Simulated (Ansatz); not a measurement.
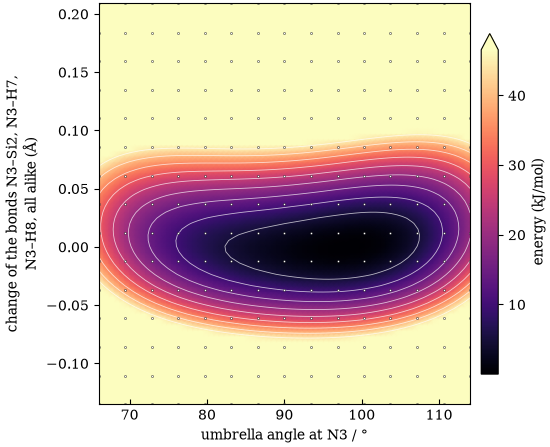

H₅N₂Si, SMILES [NH][SiH2]N, spin multiplicity 2. Coordinates scanned: (1) umbrella angle at N3 (between each of its bonds and their common axis; 90 is planar); (2) change of the bonds N3–Si2, N3–H7, N3–H8, all alike. Nothing is relaxed (all other coordinates rigid). The scan uses a 15 × 15 grid. Points are written as (first, second). Energies are in kJ/mol, from the relaxed molecule at the same level. Theory: UHF/def2-TZVP (Ansatz).

In the figure: a smooth colour map with a few white contour lines, dots at the grid points, one colour for all values above the top of the scale. Between grid points the surface is interpolated.

**Estimate the position of the minimum and the force constants in these coordinates.**

The interpolated minimum is at the first coordinate ≈ 98.3°, the second coordinate ≈ 0.000 Å. The curvatures there are about 2.8 eV/rad² and 135 eV/Å², with a cross term of about −5.1 eV/(rad·Å). Round the minimum the valley is somewhat tilted: raising the first coordinate shifts the best value of the second coordinate upwards (coupling k₁₂/√(k₁₁k₂₂) about −0.3). (1 eV is 96.5 kJ/mol.)
